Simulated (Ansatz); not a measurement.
# One shape, several levels: triplet CH7BSi2

We compute a comparison of 6 runs (U-revPBE/6-31G*, UBLYP/6-31G*, UHSE06/6-31G*, UPBE0/6-31G*, USVWN5/6-31G*, UMP2/6-31G*) of triplet CH7BSi2. 

The calculation is run with Ansatz 0.2.0.

75 further runs of the same task are left out: 75 set aside as unsound or not needed.

## (1) The structure to begin with

CH7BSi2 has 11 atoms, charge 0, and is taken as a triplet. As SMILES of the parent species, `CB1[SiH2][SiH2]1`. Geometry: relaxed at PBE0-D4/def2-TZVP. That shape belongs to the parent species and isn't relaxed for this state.

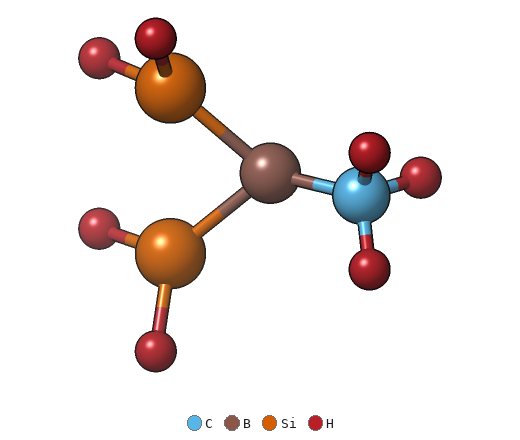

Viewed from a chosen angle; carbon blue, boron brown, silicon orange, hydrogen red.

## (2) The energy at U-revPBE/6-31G(d) (spherical functions) (run 1)

File molecule.yaml:

```yaml
crystal:
  periodic: [false, false, false]
  atoms:
    - {symbol: C, position_ang: [-0.263900, 1.793500, 0.099500]}
    - {symbol: B, position_ang: [-0.450600, 0.243000, -0.016600]}
    - {symbol: Si, position_ang: [0.018800, -1.148600, 1.199400]}
    - {symbol: Si, position_ang: [0.210300, -0.982900, -1.318800]}
    - {symbol: H, position_ang: [0.165600, 2.121800, 1.048800]}
    - {symbol: H, position_ang: [-1.271300, 2.229100, 0.051100]}
    - {symbol: H, position_ang: [0.301000, 2.238000, -0.723000]}
    - {symbol: H, position_ang: [-0.479200, -2.541300, 1.107000]}
    - {symbol: H, position_ang: [0.876900, -0.975400, 2.403900]}
    - {symbol: H, position_ang: [1.239000, -0.662800, -2.346600]}
    - {symbol: H, position_ang: [-0.281200, -2.371200, -1.484200]}
basis:
  gaussian:
    orbitals: 6-31G_st_-spherical.json
magnetization:
  spin_polarized: true
  initial_magnetization: 2
hamiltonian:
  xc: {name: revPBE}
accuracy: high
output: {orbitals: {seedname: orbitals}}
```

The basis set 6-31G* is read from a file made from the Basis Set Exchange's data (not shown).

Started as:

```
ansatz run molecule.yaml --threads 1 --pin off --max-ram 3480MiB --events-out events.jsonl --progress --plain --runs-dir runs
```

Standard output:

```text
Warning: RAYON_NUM_THREADS=1 ignored (pool sized by the plan → 1); use --threads N
Functional definition: revPBE
  name "revPBE"
  parameter kappa = 1.245
  parameter beta = 0.06672455060314922
  exchange = pbe_x(kappa = kappa, mu = beta*pi^2/3)
  correlation = pbe_c(beta = beta)
1868 factors; integrals over basis functions are off by at most 3.4e-9 eV
mean field evaluation 1: about -17565.4883 eV, gradient 3.6e1 eV
mean field evaluation 2: about -17527.9038 eV, gradient 7.4e1 eV
mean field evaluation 4: about -17572.9179 eV, gradient 5.2e0 eV
mean field evaluation 8: about -17573.0697 eV, gradient 1.4e-1 eV
mean field evaluation 16: about -17573.0700 eV, gradient 2.5e-4 eV
mean field evaluation 32: about -17573.0700 eV, gradient 3.6e-8 eV
mean field evaluation 64: about -17573.0538 eV, gradient 4.3e-1 eV
mean field -17573.06996756 eV, -645.7984098530 hartree, gradient 3.6e-8 eV, S^2 2.006486; 8 other end points of the search recorded, 0 dependent functions left out
reference -17573.06997273 eV, -645.7984100431 hartree; 24, 22 occupied and 54, 56 virtual orbitals, 1868 factors
Total energy: -17573.06997273 eV, -645.7984100431 hartree
```

It took 29 s on 1 thread of Arm Neoverse V1, shared host; peak memory 0.28 GiB.

## (3) A single-point energy at UBLYP/6-31G(d) (spherical functions) (run 2)

File in.yaml:

```yaml
crystal:
  periodic: [false, false, false]
  atoms:
    - symbol: C
      position_ang: [-0.263900, 1.793500, 0.099500]
    - symbol: B
      position_ang: [-0.450600, 0.243000, -0.016600]
    - symbol: Si
      position_ang: [0.018800, -1.148600, 1.199400]
    - symbol: Si
      position_ang: [0.210300, -0.982900, -1.318800]
    - symbol: H
      position_ang: [0.165600, 2.121800, 1.048800]
    - symbol: H
      position_ang: [-1.271300, 2.229100, 0.051100]
    - symbol: H
      position_ang: [0.301000, 2.238000, -0.723000]
    - symbol: H
      position_ang: [-0.479200, -2.541300, 1.107000]
    - symbol: H
      position_ang: [0.876900, -0.975400, 2.403900]
    - symbol: H
      position_ang: [1.239000, -0.662800, -2.346600]
    - symbol: H
      position_ang: [-0.281200, -2.371200, -1.484200]
basis:
  gaussian:
    orbitals: 6-31G_st_-spherical.json
output: {orbitals: {seedname: orbitals}}
magnetization:
  spin_polarized: true
  initial_magnetization: 2
accuracy: high
hamiltonian:
  xc: {name: BLYP}
```

The basis set 6-31G* is read from a file made from the Basis Set Exchange's data (not shown).

Started as:

```
ansatz run in.yaml --threads 1 --pin off --max-ram 3480MiB --events-out events.jsonl --progress --plain --runs-dir runs
```

Standard output:

```text
Warning: RAYON_NUM_THREADS=1 ignored (pool sized by the plan → 1); use --threads N
Functional definition: BLYP
  name "BLYP"
  parameter beta = 0.0042
  parameter a = 0.04918
  parameter b = 0.132
  parameter c = 0.2533
  parameter d = 0.349
  exchange = b88_x(beta = beta)
  correlation = lyp_c(a = a, b = b, c = c, d = d)
1868 factors; integrals over basis functions are off by at most 3.4e-9 eV
mean field evaluation 1: about -17566.0458 eV, gradient 3.9e1 eV
mean field evaluation 2: about -17523.0126 eV, gradient 7.9e1 eV
mean field evaluation 4: about -17574.7068 eV, gradient 6.1e0 eV
mean field evaluation 8: about -17574.9408 eV, gradient 2.2e-1 eV
mean field evaluation 16: about -17574.9258 eV, gradient 1.2e-3 eV
mean field evaluation 32: about -17574.9258 eV, gradient 3.1e-8 eV
mean field evaluation 64: about -17574.9214 eV, gradient 2.2e-1 eV
mean field -17574.92576589 eV, -645.8666091841 hartree, gradient 3.1e-8 eV, S^2 2.003666; 8 other end points of the search recorded, 0 dependent functions left out
reference -17574.92582869 eV, -645.8666114919 hartree; 24, 22 occupied and 54, 56 virtual orbitals, 1868 factors
Total energy: -17574.92582869 eV, -645.8666114919 hartree
```

It took 31 s on 1 thread of Arm Neoverse V1, shared host; peak memory 0.29 GiB.

## (4) The energy at UHSE06/6-31G(d) (spherical functions) (run 3)

File run.yaml:

```yaml
crystal:
  periodic: [false, false, false]
  atoms:
    - {symbol: C, position_ang: [-0.263900, 1.793500, 0.099500]}
    - {symbol: B, position_ang: [-0.450600, 0.243000, -0.016600]}
    - {symbol: Si, position_ang: [0.018800, -1.148600, 1.199400]}
    - {symbol: Si, position_ang: [0.210300, -0.982900, -1.318800]}
    - {symbol: H, position_ang: [0.165600, 2.121800, 1.048800]}
    - {symbol: H, position_ang: [-1.271300, 2.229100, 0.051100]}
    - {symbol: H, position_ang: [0.301000, 2.238000, -0.723000]}
    - {symbol: H, position_ang: [-0.479200, -2.541300, 1.107000]}
    - {symbol: H, position_ang: [0.876900, -0.975400, 2.403900]}
    - {symbol: H, position_ang: [1.239000, -0.662800, -2.346600]}
    - {symbol: H, position_ang: [-0.281200, -2.371200, -1.484200]}
basis:
  gaussian:
    orbitals: 6-31G_st_-spherical.json
accuracy: high
magnetization:
  spin_polarized: true
  initial_magnetization: 2
hamiltonian:
  xc: hse06
output: {orbitals: {seedname: orbitals}}
```

The basis set 6-31G* is read from a file made from the Basis Set Exchange's data (not shown).

Started as:

```
ansatz run run.yaml --threads 1 --pin off --max-ram 3480MiB --events-out events.jsonl --progress --plain --runs-dir runs
```

Standard output, shortened:

```text
Warning: RAYON_NUM_THREADS=1 ignored (pool sized by the plan → 1); use --threads N
Functional definition: HSE06
  name "HSE06"
[...]
1868 factors; integrals over basis functions are off by at most 3.4e-9 eV
123 factors; integrals over basis functions are off by at most 1.2e-9 eV
[...]
mean field -17567.27806117 eV, -645.5855612191 hartree, gradient 8.4e-8 eV, S^2 2.008757; 6 other end points of the search recorded, 0 dependent functions left out
reference -17567.27806529 eV, -645.5855613708 hartree; 24, 22 occupied and 54, 56 virtual orbitals, 1868 factors
Total energy: -17567.27806529 eV, -645.5855613708 hartree
```

Wall time 38 s (1 thread of Arm Neoverse V1, shared host); peak memory 0.41 GiB.

Runs 4 to 5 aren't shown in full; the table further down has their settings and results.

## (5) A single-point energy at UMP2/6-31G(d) (spherical functions) (run 6)

Changes to run.yaml since step 4:

```diff
@@ -17,3 +17,2 @@
     orbitals: 6-31G_st_-spherical.json
-accuracy: high
 magnetization:
@@ -21,4 +20,5 @@
   initial_magnetization: 2
-hamiltonian:
-  xc: hse06
-output: {orbitals: {seedname: orbitals}}
+correlation:
+  method: mp2
+  frozen_orbitals: {B: 1, C: 1, H: 0, Si: 5}
+accuracy: high
```

The basis set 6-31G* is read from a file made from the Basis Set Exchange's data (not shown).

Started as:

```
ansatz run run.yaml --threads 1 --pin off --max-ram 3480MiB --events-out events.jsonl --progress --plain --runs-dir runs
```

Standard output, shortened:

```text
Warning: RAYON_NUM_THREADS=1 ignored (pool sized by the plan → 1); use --threads N
Functional definition: HF
  name "HF"
[...]
1868 factors; integrals over basis functions are off by at most 3.4e-9 eV
[...]
mean field -17531.46542156 eV, -644.2694709881 hartree, gradient 2.4e-8 eV, S^2 2.024499; 7 other end points of the search recorded, 0 dependent functions left out
12 core orbitals not correlated: weight in the atoms' cores, before any rotation towards them, 1.000 or more for the frozen orbitals, at most 0.000 for the correlated occupied ones
reference -17531.46542156 eV, -644.2694709881 hartree; 12, 10 occupied and 54, 56 virtual orbitals, 1868 factors
second order -9.66589042 eV of doubles, -0.00000000 eV of singles
Total energy: -17541.13131198 eV, -644.6246859094 hartree
```

Run time: 8.7 s. Hardware: 1 thread of Arm Neoverse V1, shared host; peak memory 0.29 GiB.

## (6) Overview of the runs

| run | level | frozen core orbitals | energy (Eh) | HOMO energy (eV) | ⟨S²⟩ | wall time |
| --- | --- | --- | --- | --- | --- | --- |
| 1 | U-revPBE/6-31G* (spherical functions) | – | -645.798410 | -2.66 | 2.006 | 29 s |
| 2 | UBLYP/6-31G* (spherical functions) | – | -645.866611 | -2.37 | 2.004 | 31 s |
| 3 | UHSE06/6-31G* (spherical functions) | – | -645.585561 | -3.21 | 2.009 | 38 s |
| 4 | UPBE0/6-31G* (spherical functions) | – | -645.603639 | -3.59 | 2.009 | 35 s |
| 5 | USVWN5/6-31G* (spherical functions) | – | -642.911916 | -2.62 | 2.003 | 13 s |
| 6 | UMP2/6-31G* (spherical functions) | 12 | -644.624686 | – | 2.024 | 8.7 s |

## (7) Summary of results

| quantity | value |
| --- | --- |
| run 6: total energy | -644.62469 Eh |
| run 6: correlation energy (12 core orbitals frozen) | -355.2 mEh |
| run 6: ⟨S²⟩ of the reference determinant | 2.024 |

In words: Totals of different functionals can't be ranked against each other. All runs together took 2.6 min, the longest 38 s.
